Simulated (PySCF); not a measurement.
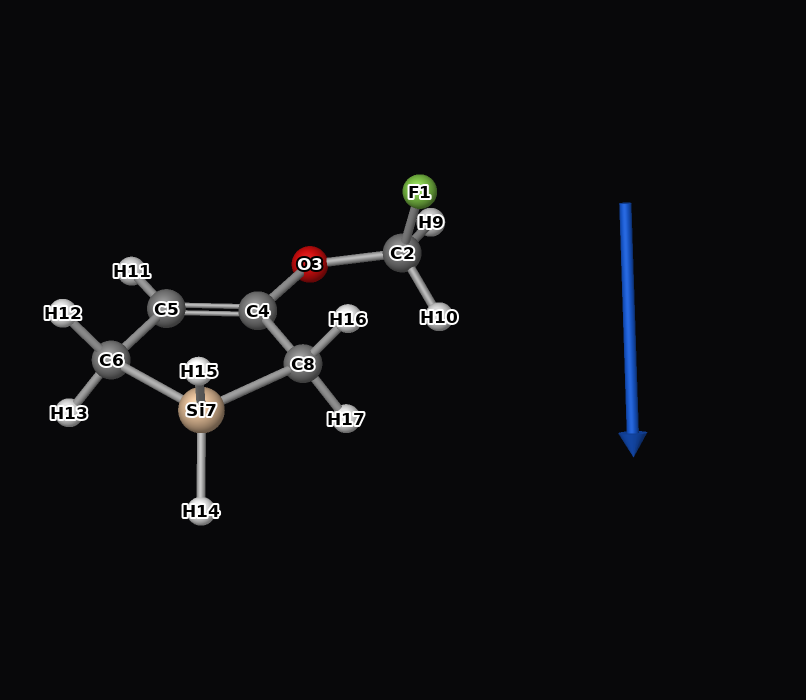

The arrow beside the molecule shows the direction of the dipole moment, from the negative to the positive end (its length means nothing). The geometry was computed by an optimisation with GFN2-xTB. No frequency run is at hand to confirm it as a minimum. Properties computed with PBE0/def2-SVPD, gas phase (PySCF 2.14.0).

> How large is the dipole moment?

1.61 D; it points from the side of F1 to the side of H14 (the outermost atoms at the two ends).

The geometry is semi-empirical. Around Si such bond lengths and angles can be off by a tenth of an ångström or more and by several degrees, and values that hang on the shape move with them.
